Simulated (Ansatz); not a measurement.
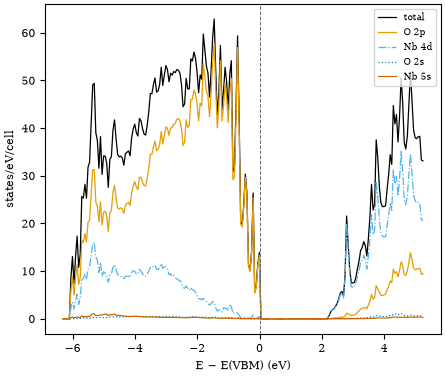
Total and projected density of states of Nb2O5 in space group C2/m (No. 12; Pearson symbol mS112), plane-wave PAW r²SCAN (Ansatz code)

Problem. Which orbitals carry the states next to the gap?

Solution. Top 1 eV of the valence band: O 2p 96 %. Bottom 1 eV of the conduction band: Nb 4d 91 %, O 2p 8 %. Projections are on Löwdin-orthogonalised atomic valence shells; empty p or d shells of many metals are not among them.

Problem. Where is the tallest occupied peak in this window, and what makes it?

Solution. Near -1.5 eV, about 63 states/eV per cell; the largest projected share is O 2p.

The workflow started from a Materials Project entry (that database holds measured and hypothetical structures alike); the Crystallography Open Database copy checked does not list it. COD files the formula under space group No. 3, 15, 139. Whether it is the stable phase at ambient conditions was not checked. The cell was relaxed with r²SCAN under the symmetry of its start; its stability against distortions is not shown here. No spin polarisation was allowed. Spin–orbit coupling is left out wherever it is not named.

Potentials: the earlier of the program's two PAW sets.
